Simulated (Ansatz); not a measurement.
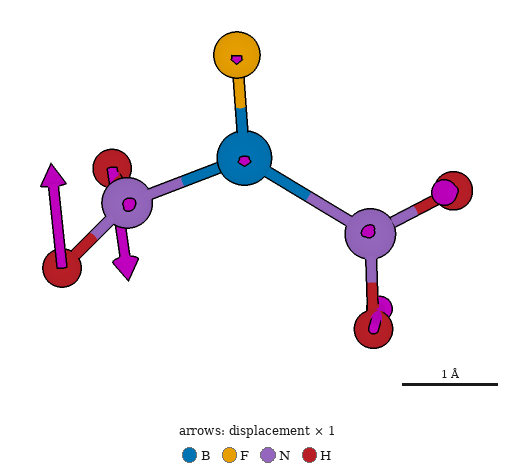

This is a relaxation of BN2H4F. The starting structure is drawn; purple arrows show the displacements, at their true length. The two geometries are superimposed by the best rigid fit.

A ball-and-stick model, seen at a tilt.

The run prepares the start of a later molecular dynamics calculation, from a guessed geometry.

Method: RHF/def2-SVP in Ansatz.

Input file:
```yaml
crystal:
  periodic: [false, false, false]
  atoms:
    - { symbol: B, position_ang: [0.0, 0.0, 0.0] }
    - { symbol: F, position_ang: [0.0, 0.0, 1.32] }
    - { symbol: "N", position_ang: [1.3423, 0.0, -0.775] }
    - { symbol: H, position_ang: [1.8089, -0.9179, -1.0268] }
    - { symbol: H, position_ang: [1.7937, 0.9179, -1.0532] }
    - { symbol: "N", position_ang: [-1.3423, 0.0, -0.775] }
    - { symbol: H, position_ang: [-2.0112, -0.8164, -0.6764] }
    - { symbol: H, position_ang: [-1.5914, 0.8164, -1.4036] }
basis:
  gaussian: { orbitals: def2-SVP }
hamiltonian:
  xc: hf
relax:
  f_tol: 0.02
  max_steps: 40
```

Launched with:
```bash
ansatz run input.yaml --threads 1 --pin off --max-ram 2048MiB --backend cpu --events-out ev --progress --plain --runs-dir out
```

Atoms of which element are displaced furthest, and by how much?

Answer. Hydrogen: up to 1.30 Å, against 0.15 Å for nitrogen.

Describe the change and its energy.

Answer. The atom that moves furthest after the best rigid fit is H4 (1.30 Å). By element the largest moves are H 1.30 Å, N 0.15 Å, B 0.11 Å, F 0.11 Å. Some distances before and after: B1–N3 1.550 → 1.410 Å, N3–H4 1.060 → 0.996 Å, B1–F2 1.320 → 1.340 Å. Among the angles between lasting bonds that change: H4–N3–H5 120.0° → 114.4°, N3–B1–N6 120.0° → 124.8°, B1–N3–H4 120.0° → 124.3°. Groups turn about B1–N3 by about 90°, B1–N6 by about 65°. After 12 geometry steps the energy has fallen by 53.9 kcal/mol. The largest force component goes from 3.4 to 0.0023 eV/Å. Cost: 17 s on 1 thread of Arm Neoverse V1 (shared host), peak memory 0.13 GiB.
